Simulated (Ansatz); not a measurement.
## Run report: C₂H₈ClNSi, nudged elastic band (part 1 of 2)

The run: nudged elastic band of C₂H₈ClNSi, SMILES CC(Cl)[SiH2]N. Method and program: RKS r2SCANh-D4/6-31G* (Ansatz 0.2.0).

It belongs to a series of runs on one base structure; here: band between the two ends. Figures and captions count atoms from 1; the log counts them from 0 in places.

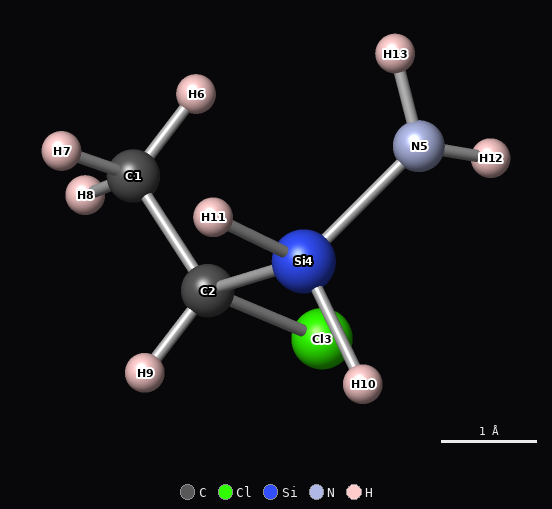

**Figure 1.** The starting structure (ball-and-stick view, seen at a tilt; atoms are numbered from 1 in the order of the input). Bond lengths as drawn: C–C 1.52 Å, C–Cl 1.83 Å, C–H 1.09 to 1.10 Å, C–Si 1.90 Å, H–N 1.01 Å, H–Si 1.48 to 1.49 Å and N–Si 1.72 Å.

Input file
```yaml
crystal:
  periodic: [false, false, false]
  atoms:
    - { symbol: C, position_ang: [-1.645364, 0.119708, -0.338141] }
    - { symbol: C, position_ang: [-0.41965, -0.731791, -0.615653] }
    - { symbol: Cl, position_ang: [0.26883, -0.295398, -2.254512] }
    - { symbol: Si, position_ang: [0.997326, -0.49519, 0.634663] }
    - { symbol: "N", position_ang: [1.637255, 1.100305, 0.696713] }
    - { symbol: H, position_ang: [-1.379494, 1.179221, -0.27173] }
    - { symbol: H, position_ang: [-2.087063, -0.184991, 0.618031] }
    - { symbol: H, position_ang: [-2.403321, 0.004926, -1.118736] }
    - { symbol: H, position_ang: [-0.69737, -1.787291, -0.702802] }
    - { symbol: H, position_ang: [2.065405, -1.457012, 0.268288] }
    - { symbol: H, position_ang: [0.443529, -0.795404, 1.984295] }
    - { symbol: H, position_ang: [2.071334, 1.497079, -0.125313] }
    - { symbol: H, position_ang: [1.169085, 1.810938, 1.239696] }
basis:
  gaussian: { orbitals: "6-31G*" }
hamiltonian:
  xc: r2scanh
  dispersion: d4
neb:
  order_check: false
  images: 7
  f_tol: 0.03
  max_iterations: 60
  final_atoms:
    - { symbol: C, position_ang: [-1.66941845, 0.09465875, -0.37253521] }
    - { symbol: C, position_ang: [-0.41835162, -0.72800893, -0.61763734] }
    - { symbol: Cl, position_ang: [0.31856005, -0.26073933, -2.23066507] }
    - { symbol: Si, position_ang: [0.95537118, -0.46259812, 0.66230112] }
    - { symbol: "N", position_ang: [1.39266775, 1.20433815, 0.6127793] }
    - { symbol: H, position_ang: [-1.42377353, 1.15525315, -0.27750194] }
    - { symbol: H, position_ang: [-2.13398705, -0.23444198, 0.56447102] }
    - { symbol: H, position_ang: [-2.39675511, -0.03046967, -1.18024954] }
    - { symbol: H, position_ang: [-0.66301545, -1.7888159, -0.72572848] }
    - { symbol: H, position_ang: [2.02429966, -1.45830166, 0.36060184] }
    - { symbol: H, position_ang: [0.42778291, -0.73197533, 2.02855026] }
    - { symbol: H, position_ang: [1.79729551, 1.57478993, -0.23682453] }
    - { symbol: H, position_ang: [1.80982616, 1.63141095, 1.42723758] }
  initial_path:
    images:
      - { positions_ang: [[-1.645364, 0.119708, -0.338141], [-0.41965, -0.731791, -0.615653], [0.26883, -0.295398, -2.254512], [0.997326, -0.49519, 0.634663], [1.637255, 1.100305, 0.696713], [-1.379494, 1.179221, -0.27173], [-2.087063, -0.184991, 0.618031], [-2.403321, 0.004926, -1.118736], [-0.69737, -1.787291, -0.702802], [2.065405, -1.457012, 0.268288], [0.443529, -0.795404, 1.984295], [2.071334, 1.497079, -0.125313], [1.169085, 1.810938, 1.239696]] }
      - { positions_ang: [[-1.64823966, 0.10201715, -0.33731601], [-0.42162336, -0.71907672, -0.62274475], [0.24199776, -0.26701234, -2.25808138], [1.00643001, -0.48311268, 0.62383688], [1.63074346, 1.10216054, 0.6735622], [-1.41917517, 1.18208461, -0.28240442], [-2.0911533, -0.18969988, 0.61891216], [-2.40934725, -0.01786194, -1.11943729], [-0.68764045, -1.77165346, -0.69708293], [2.07134824, -1.43513538, 0.28309558], [0.44477062, -0.77676978, 1.9843338], [2.1447405, 1.43530533, -0.10295213], [1.1576506, 1.80385455, 1.25107729]] }
      - { positions_ang: [[-1.65111531, 0.0843263, -0.33649102], [-0.42359672, -0.70636243, -0.62983649], [0.21516553, -0.23862667, -2.26165075], [1.01553403, -0.47103537, 0.61301077], [1.62423191, 1.10401608, 0.65041139], [-1.45885635, 1.18494823, -0.29307884], [-2.09524359, -0.19440876, 0.61979331], [-2.41537349, -0.04064988, -1.12013859], [-0.6779109, -1.75601593, -0.69136385], [2.07729148, -1.41325877, 0.29790316], [0.44601224, -0.75813555, 1.98437259], [2.21814699, 1.37353167, -0.08059126], [1.1462162, 1.7967711, 1.26245858]] }
      - { positions_ang: [[-1.65399097, 0.06663545, -0.33566603], [-0.42557009, -0.69364815, -0.63692824], [0.18833329, -0.21024101, -2.26522013], [1.02463804, -0.45895805, 0.60218465], [1.61772037, 1.10587161, 0.62726059], [-1.49853752, 1.18781184, -0.30375326], [-2.09933389, -0.19911764, 0.62067447], [-2.42139974, -0.06343782, -1.12083988], [-0.66818135, -1.74037839, -0.68564478], [2.08323472, -1.39138215, 0.31271074], [0.44725386, -0.73950133, 1.98441139], [2.29155349, 1.311758, -0.05823039], [1.13478179, 1.78968764, 1.27383987]] }
      - { positions_ang: [[-1.65686662, 0.0489446, -0.33484104], [-0.42754345, -0.68093387, -0.64401999], [0.16150106, -0.18185534, -2.26878951], [1.03374205, -0.44688074, 0.59135853], [1.61120882, 1.10772715, 0.60410978], [-1.53821869, 1.19067545, -0.31442767], [-2.10342418, -0.20382652, 0.62155563], [-2.42742599, -0.08622577, -1.12154117], [-0.65845181, -1.72474085, -0.6799257], [2.08917796, -1.36950554, 0.32751832], [0.44849548, -0.72086711, 1.98445018], [2.36495999, 1.24998434, -0.03586952], [1.12334739, 1.78260419, 1.28522116]] }
      - { positions_ang: [[-1.66000458, 0.06037314, -0.34426459], [-0.42524549, -0.69270263, -0.63742433], [0.20076581, -0.20157634, -2.2592584], [1.01414933, -0.45081009, 0.60909418], [1.55657355, 1.1318799, 0.60627716], [-1.5096074, 1.18181988, -0.30519624], [-2.1110649, -0.21148039, 0.60728448], [-2.41975827, -0.07228674, -1.13621826], [-0.65959272, -1.74075961, -0.6913764], [2.07295838, -1.39170457, 0.3357892], [0.44331733, -0.72364416, 1.9954752], [2.22304387, 1.33118574, -0.08610827], [1.29496708, 1.74480588, 1.32072527]] }
      - { positions_ang: [[-1.66314254, 0.07180168, -0.35368813], [-0.42294754, -0.7044714, -0.63082867], [0.24003056, -0.22129734, -2.24972729], [0.99455662, -0.45473943, 0.62682983], [1.50193828, 1.15603265, 0.60844454], [-1.48099611, 1.1729643, -0.29596481], [-2.11870562, -0.21913425, 0.59301332], [-2.41209055, -0.05834772, -1.15089536], [-0.66073363, -1.75677837, -0.70282709], [2.05673881, -1.4139036, 0.34406008], [0.43813919, -0.72642122, 2.00650022], [2.08112775, 1.41238714, -0.13634703], [1.46658678, 1.70700757, 1.35622937]] }
      - { positions_ang: [[-1.66628049, 0.08323021, -0.36311167], [-0.42064958, -0.71624016, -0.624233], [0.2792953, -0.24101834, -2.24019618], [0.9749639, -0.45866878, 0.64456547], [1.44730301, 1.1801854, 0.61061192], [-1.45238482, 1.16410873, -0.28673337], [-2.12634633, -0.22678812, 0.57874217], [-2.40442283, -0.04440869, -1.16557245], [-0.66187454, -1.77279713, -0.71427778], [2.04051924, -1.43610263, 0.35233096], [0.43296105, -0.72919828, 2.01752524], [1.93921163, 1.49358853, -0.18658578], [1.63820647, 1.66920926, 1.39173348]] }
      - { positions_ang: [[-1.66941845, 0.09465875, -0.37253521], [-0.41835162, -0.72800893, -0.61763734], [0.31856005, -0.26073933, -2.23066507], [0.95537118, -0.46259812, 0.66230112], [1.39266775, 1.20433815, 0.6127793], [-1.42377353, 1.15525315, -0.27750194], [-2.13398705, -0.23444198, 0.56447102], [-2.39675511, -0.03046967, -1.18024954], [-0.66301545, -1.7888159, -0.72572848], [2.02429966, -1.45830166, 0.36060184], [0.42778291, -0.73197533, 2.02855026], [1.79729551, 1.57478993, -0.23682453], [1.80982616, 1.63141095, 1.42723758]] }
```

Run on 2 threads of AMD EPYC (Zen 3), 24 GiB of memory available, shared host.

Run as:
```bash
ansatz run input.yaml --threads 2 --pin off --max-ram 3072MiB --backend cpu --events-out ev --progress --plain --runs-dir out
```

The program's output
```
Engine: ansatz 0.2.0, x86_64-unknown-linux-gnu
Functional definition: r2SCANh
  parameter a = 0.1
  parameter k0 = 0.174
  parameter k1 = 0.065
  parameter a1 = 4.9479
  exchange = (1 - a)*r2scan_x(k0 = k0, k1 = k1, a1 = a1) + a*exact_x
  correlation = r2scan_c
1129 factors; integrals over basis functions are off by at most 5.5e-4 eV
mean field evaluation 1: about -24082.4109 eV, gradient 6.2e1 eV
mean field evaluation 2: about -24074.3298 eV, gradient 8.3e1 eV
mean field evaluation 4: about -24090.4996 eV, gradient 3.4e0 eV
mean field evaluation 8: about -24090.5297 eV, gradient 6.0e-2 eV
mean field evaluation 16: about -24090.5298 eV, gradient 2.6e-5 eV
mean field -24090.52975107 eV, -885.3106392041 hartree, gradient 2.6e-5 eV, S^2 0.000000; 0 other end points of the search recorded, 0 dependent functions left out
the calculation of the forces begins
reference -24090.52975942 eV, -885.3106395111 hartree; 29, 29 occupied and 70, 70 virtual orbitals, 1129 factors
1129 factors; integrals over basis functions are off by at most 5.5e-4 eV
mean field evaluation 32: about -24090.5353 eV, gradient 3.4e-5 eV
mean field -24090.53533981 eV, -885.3108445868 hartree, gradient 3.4e-5 eV, S^2 0.000000; 0 other end points of the search recorded, 0 dependent functions left out
[... from here on the field's lines of each further geometry are left out, up to the last ...]
NEB iter   1: max|band force component| = 3.559e0 eV/Å  barrier→ = 0.6619 eV  barrier← = 0.6679 eV  Δτ_max = 0.1962 Å  (226 SCF iters)
NEB iter   2: max|band force component| = 1.133e0 eV/Å  barrier→ = 0.1614 eV  barrier← = 0.1674 eV  Δτ_max = 0.1975 Å  (194 SCF iters)
NEB iter   3: max|band force component| = 1.133e0 eV/Å  barrier→ = 0.0452 eV  barrier← = 0.0513 eV  Δτ_max = 0.1995 Å  (187 SCF iters)
NEB iter   4: max|band force component| = 4.269e-1 eV/Å  barrier→ = 0.0167 eV  barrier← = 0.0227 eV  CI = image 5  Δτ_max = 0.1647 Å  (185 SCF iters)
NEB iter   5: max|band force component| = 2.250e-1 eV/Å  barrier→ = 0.0125 eV  barrier← = 0.0185 eV  CI = image 3  Δτ_max = 0.0930 Å  (187 SCF iters)
NEB iter   6: max|band force component| = 1.327e-1 eV/Å  barrier→ = 0.0094 eV  barrier← = 0.0154 eV  CI = image 3  Δτ_max = 0.0251 Å  (178 SCF iters)
NEB iter   7: max|band force component| = 6.511e-2 eV/Å  barrier→ = 0.0087 eV  barrier← = 0.0147 eV  CI = image 3  Δτ_max = 0.0317 Å  (184 SCF iters)
NEB iter   8: max|band force component| = 5.400e-2 eV/Å  barrier→ = 0.0085 eV  barrier← = 0.0145 eV  CI = image 3  Δτ_max = 0.0134 Å  (181 SCF iters)
the calculation of the forces begins
reference -24090.53456934 eV, -885.3108162723 hartree; 29, 29 occupied and 70, 70 virtual orbitals, 1129 factors
1129 factors; integrals over basis functions are off by at most 5.5e-4 eV
mean field -24090.52126891 eV, -885.3103274905 hartree, gradient 6.0e-6 eV, S^2 0.000000; 1 other end points of the search recorded, 0 dependent functions left out
the calculation of the forces begins
reference -24090.52127730 eV, -885.3103277990 hartree; 29, 29 occupied and 70, 70 virtual orbitals, 1129 factors
NEB iter   9: max|band force component| = 2.317e-2 eV/Å  barrier→ = 0.0083 eV  barrier← = 0.0143 eV  CI = image 3  Δτ_max = 0.0000 Å  (346 SCF iters)
```

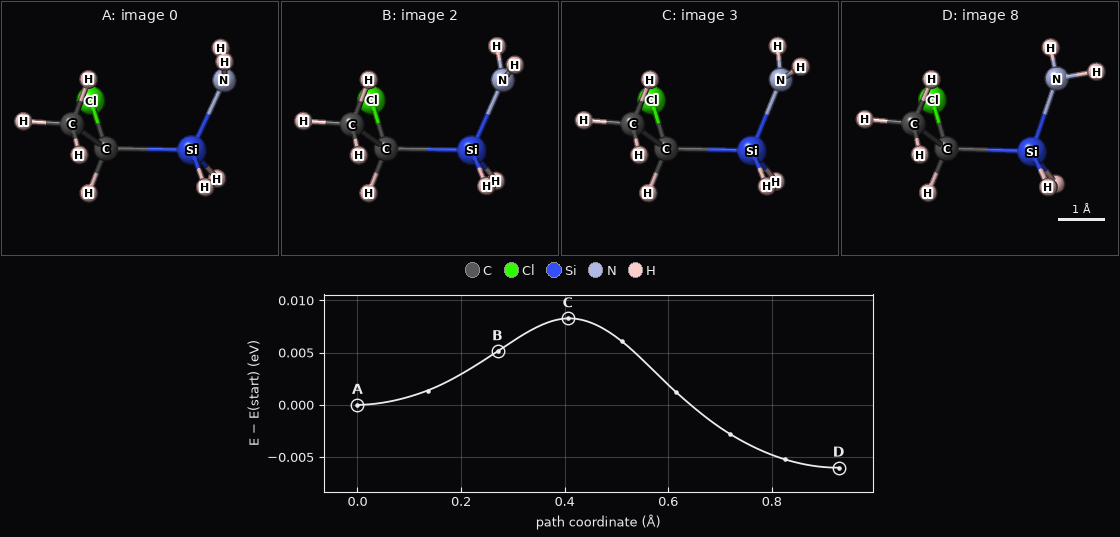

**Figure 2.** Images of the last band (counted from 0; ball-and-stick, seen at a tilt) above the energy along the path; the line is a cubic interpolation that uses the forces. The highest image is number 3, 0.008 eV above the start and 0.014 eV above the end (the climbing image); the end lies 0.006 eV below the start. The path is 0.93 Å long. The band converged in 9 iterations.
